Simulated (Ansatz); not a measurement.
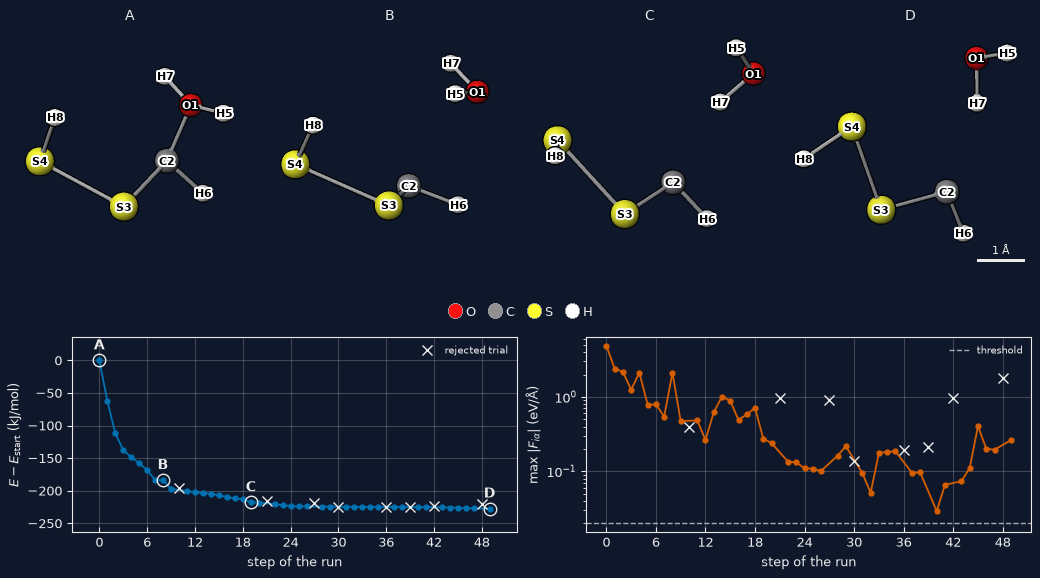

Frames of a relaxation of CH₄OS₂, marked on the history of the run. The picture is a ball-and-stick view, seen from a free direction.

The run prepares an end point of a later path (hydrogen shift) calculation, from a guessed geometry.

Method: RKS B3LYP-D4/def2-SVPD in Ansatz. Settings: no spin polarisation; force threshold 0.02 eV/Å; at most 50 steps.

**What happens along the run?**

The relaxation stopped without meeting its thresholds, so the last structure isn't shown to be converged. It used up its limit of 50 steps. The atom that moves furthest after the best rigid fit is H5 (1.29 Å). Largest moves by element: H 1.29 Å, S 1.09 Å, O 1.01 Å, C 0.66 Å. Among the contacts that change: O1–C2 1.377 → 2.948 Å, C2–S3 1.856 → 1.610 Å, S3–S4 2.034 → 2.164 Å, S4–H8 1.340 → 1.358 Å. Bonds break, among them: O1–C2 (1.38 → 2.95 Å). Bond angles that change, for instance: H5–O1–H7 152.1° → 104.9°, S3–S4–H8 98.8° → 90.8°, S3–C2–H6 104.2° → 107.9°. Groups turn about S3–S4 by about 85°, C2–S3 by about 20°. After 41 accepted moves (49 points after the start) the energy has fallen by 227.4 kJ/mol. Largest force component: 4.9 eV/Å at the start, 0.26 eV/Å at the end. The line search rejected the trial steps at points 10, 21, 27, 30, 36, 39, 42, 48 of the run. From step 0 to 8: H5 moves most (0.76 Å), energy −183.7 kJ/mol. From step 8 to 19: H5 moves most (1.14 Å), energy −34.0 kJ/mol. From step 19 to 49: O and S atoms move most (0.88 Å), energy −9.68 kJ/mol.

```
step  E − E(0), kJ/mol  largest force component, eV/Å      note
   0              0.00                         4.8920          
   1            -62.07                         2.3993          
   2           -111.78                         2.1743          
   3           -137.60                         1.2528          
   4           -148.43                         2.1190          
   5           -157.79                         0.7833          
   6           -168.30                         0.7935          
   7           -183.45                         0.5459          
   8           -183.68                         2.1129          
   9           -197.00                         0.4731          
  10           -195.98                         0.3919  rejected
  12           -202.37                         0.2643          
  14           -204.63                         1.0134          
  16           -209.55                         0.4891          
  18           -213.10                         0.7140          
  20           -218.30                         0.2401          
  22           -220.37                         0.1350          
  24           -223.34                         0.1097          
  26           -224.06                         0.1014          
  28           -224.19                         0.1628          
  31           -224.48                         0.0947          
  33           -224.71                         0.1765          
  35           -224.85                         0.1859          
  37           -224.89                         0.0961          
  39           -224.94                         0.2125  rejected
  41           -225.11                         0.0660          
  43           -225.40                         0.0738          
  45           -225.94                         0.4052          
  47           -226.94                         0.1954          
  49           -227.38                         0.2635
```
